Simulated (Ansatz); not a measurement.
# Calculations on WH₅O₄Cl₂F

## 1. Relaxation

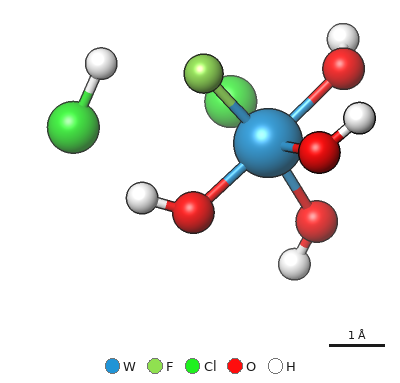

Starting structure of WH₅O₄Cl₂F. Style: ball-and-stick. Shown at a tilt.

The run prepares an end point of a later path (reaction) calculation, from a guessed geometry.

Theory: Ansatz, RKS PBE/def2-SVP.

Input
```yaml
crystal:
  periodic: [false, false, false]
  atoms:
    - { symbol: W, position_ang: [-0.212039, 0.015574, -0.068092] }
    - { symbol: F, position_ang: [-0.122131, 0.492486, 1.750599] }
    - { symbol: Cl, position_ang: [2.127803, -0.438674, 0.026843] }
    - { symbol: O, position_ang: [-0.188525, 1.885468, -0.407955] }
    - { symbol: H, position_ang: [0.116068, 2.539772, 0.262946] }
    - { symbol: O, position_ang: [-2.089204, -0.186259, 0.018289] }
    - { symbol: H, position_ang: [-2.434025, -1.060746, 0.2931] }
    - { symbol: O, position_ang: [-0.32921, -1.876123, 0.385088] }
    - { symbol: H, position_ang: [0.494207, -2.380481, 0.526805] }
    - { symbol: O, position_ang: [-0.101309, -0.172361, -1.946196] }
    - { symbol: H, position_ang: [0.296751, 0.450474, -2.578111] }
    - { symbol: Cl, position_ang: [1.954652, 2.527983, 1.401843] }
    - { symbol: H, position_ang: [1.576961, 1.621289, 2.311543] }
basis:
  gaussian: { orbitals: def2-SVP }
hamiltonian:
  xc: pbe
relax:
  f_tol: 0.03
  max_steps: 50
```

Command:
```bash
ansatz run input.yaml --threads 4 --pin off --max-ram 5120MiB --backend cpu --events-out ev --progress --plain --runs-dir out
```

Question: Predict the outcome.

Answer: The energy falls by 0.532 eV in 11 geometry steps. The largest force component goes from 1.4 to 0.023 eV/Å. The atom that moves furthest after the best rigid fit is Cl12 (1.02 Å). By element the largest moves are Cl 1.02 Å, H 0.69 Å, O 0.43 Å, F 0.37 Å, W 0.19 Å. Some distances before and after: W1–F2 1.882 → 1.976 Å, W1–O8 1.949 → 1.915 Å, W1–O4 1.901 → 1.881 Å, W1–Cl3 2.385 → 2.397 Å. Among the angles between lasting bonds that change: Cl3–W1–O4 100.5° → 89.2°, O4–W1–O8 175.8° → 167.3°, W1–O6–H7 117.3° → 125.1°. The run took 43 s on 4 threads of Arm Neoverse V1, with other jobs on the host, peak memory 0.27 GiB.

The structure at the end:

```xyz
13

W    -0.1534   -0.0799   -0.2260
F     0.1900    0.3083    1.6809
Cl    2.1962   -0.5351   -0.3631
O     0.2172    1.7528   -0.4272
H     0.6971    2.3724    0.1856
O    -2.0054   -0.0413    0.1256
H    -2.4776   -0.6606    0.7162
O    -0.2261   -1.9271    0.2742
H     0.5798   -2.4168    0.5285
O    -0.3477   -0.2580   -2.0871
H     0.1086    0.2385   -2.7915
Cl    1.4088    2.9485    2.1532
H     0.9025    1.7165    2.2074
```

After the run, drawn alike:

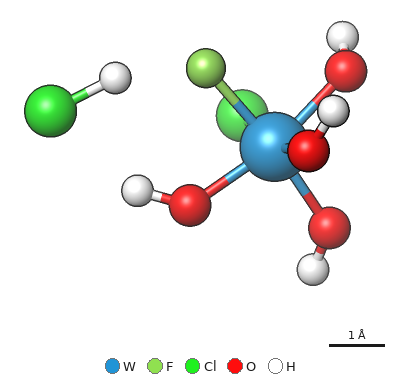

## 2. Relaxation

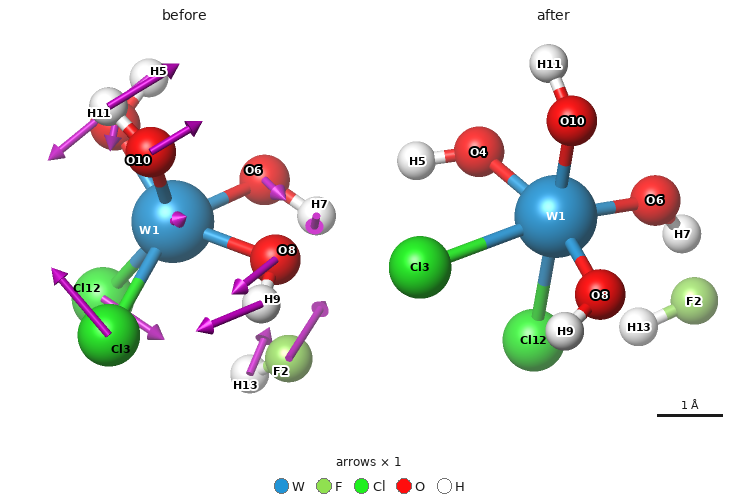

The structure of WH5O4Cl2F before (left) and after (right) a relaxation, at one scale. The purple arrows give the displacements, at their true length.

A ball-and-stick model, seen from a free direction.

The run prepares an end point of a later path (reaction) calculation, from a guessed geometry.

Method: Ansatz 0.2.0, RKS PBE/def2-SVP.

The input:
```yaml
crystal:
  periodic: [false, false, false]
  atoms:
    - { symbol: W, position_ang: [0.307985, 0.389605, -0.216481] }
    - { symbol: F, position_ang: [0.035356, -0.4078, 2.725924] }
    - { symbol: Cl, position_ang: [2.475544, -0.614442, -0.180567] }
    - { symbol: O, position_ang: [-0.208362, 2.038124, -1.074629] }
    - { symbol: H, position_ang: [-1.152735, 2.276517, -1.140887] }
    - { symbol: O, position_ang: [-1.417309, 0.640946, 0.580203] }
    - { symbol: H, position_ang: [-1.617422, -0.094526, 1.204819] }
    - { symbol: O, position_ang: [-0.232964, -1.404588, 0.239287] }
    - { symbol: H, position_ang: [0.533193, -2.015693, 0.214478] }
    - { symbol: O, position_ang: [0.263344, -0.203602, -2.043593] }
    - { symbol: H, position_ang: [0.240176, 0.554143, -2.664863] }
    - { symbol: Cl, position_ang: [1.405533, 1.909835, 1.267528] }
    - { symbol: H, position_ang: [0.457663, 0.349882, 3.065481] }
basis:
  gaussian: { orbitals: def2-SVP }
hamiltonian:
  xc: pbe
relax:
  f_tol: 0.03
  max_steps: 50
output:
  orbitals: {}
```

Launched with:
```bash
ansatz run input.yaml --threads 4 --pin off --max-ram 5120MiB --backend cpu --events-out ev --progress --plain --runs-dir out
```

**What changed between the two?**

H5 moves most after the best rigid fit: 2.06 Å. By element the largest moves are H 2.06 Å, F 1.67 Å, Cl 1.38 Å, O 1.06 Å, W 0.35 Å. Among the contacts that change: W1–F2 3.061 → 3.790 Å, Cl12–H13 2.562 → 1.905 Å, W1–Cl12 2.391 → 2.522 Å, W1–O6 1.917 → 1.842 Å. Bond angles that change, for instance: Cl3–W1–O4 127.5° → 81.2°, O8–W1–Cl12 125.0° → 89.4°, O10–W1–Cl12 142.8° → 178.0°. Over 26 accepted moves (30 points after the start) the energy falls by 101.4 kJ/mol. The largest force component goes from 0.5 to 0.02 eV/Å. The line search rejected the trial steps at points 2, 18, 23, 29 of the run.

Limits of the set-up: the start holds two separate molecules, 2.3 Å apart at their closest, whose relative position is a soft coordinate and is computed without a dispersion correction.

## 3. Path

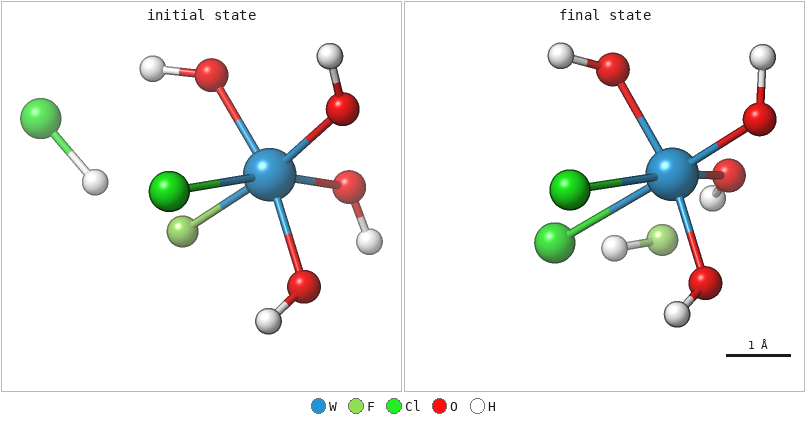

The two relaxed end points of a path for WH$_{5}$O$_{4}$Cl$_{2}$F. Style: ball-and-stick. Shown at a tilt.

Method: Ansatz, RKS PBE/def2-SVP.

Set-up: 7 movable images; climbing image; force threshold 0.05 eV/Å; iteration limit 60.

Start:
```xyz
13

W    -0.1566   -0.0789   -0.2249
F     0.1944    0.3100    1.6805
Cl    2.1897   -0.5492   -0.3676
O     0.2250    1.7511   -0.4298
H     0.7104    2.3686    0.1807
O    -2.0073   -0.0282    0.1317
H    -2.4819   -0.6435    0.7245
O    -0.2395   -1.9249    0.2785
H     0.5639   -2.4193    0.5314
O    -0.3570   -0.2587   -2.0851
H     0.1005    0.2338   -2.7915
Cl    1.4311    2.9432    2.1455
H     0.9172    1.7145    2.2029
```

End:
```xyz
13

W     0.2087    0.0375   -0.3081
F    -1.6287    1.0687    2.8424
Cl    2.5796   -0.1471   -0.8022
O     0.5090    1.7951   -0.9556
H     1.4019    2.1399   -1.1556
O    -1.4370    0.3117    0.4716
H    -1.7159    0.6152    1.4089
O     0.4765   -1.7370    0.2558
H     1.3423   -2.1926    0.2536
O    -0.4468   -0.5093   -1.9966
H    -0.6067    0.1196   -2.7278
Cl    1.0520    0.8466    1.9268
H    -0.6449    1.0703    2.7633
```

What barrier does the band find between them, and by what path?

Answer. The highest point, image 3, lies 98.3 kJ/mol above the start and 89.5 kJ/mol above the end; the end is at +8.8 kJ/mol relative to the start. Breaking: Cl12–H13 (1.33 → 1.54 at the top → 1.91 Å), W1–F2 (1.98 → 2.18 at the top → 3.79 Å). Forming: F2–H13 (1.66 → 1.17 at the top → 0.99 Å), W1–Cl12 (4.16 → 2.80 at the top → 2.52 Å). The band converged in 48 iterations, with a climbing image at the top. At the top, the vibrational analysis gives one imaginary mode (165i cm⁻¹), as a transition state must have.

Energies of the converged images:

```csv
image,path (Å),E (kJ/mol)
0,0.00,0.0
1,2.99,10.4
2,5.98,21.1
3,8.97,98.3
4,10.13,93.1
5,11.30,60.0
6,12.47,38.8
7,13.63,18.4
8,14.80,8.8
```

The geometry at the top of the path:

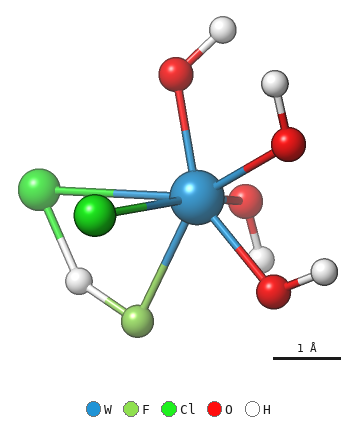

The run took 18 min on 4 threads of Arm Neoverse V1 (shared host), peak memory 0.3 GiB.
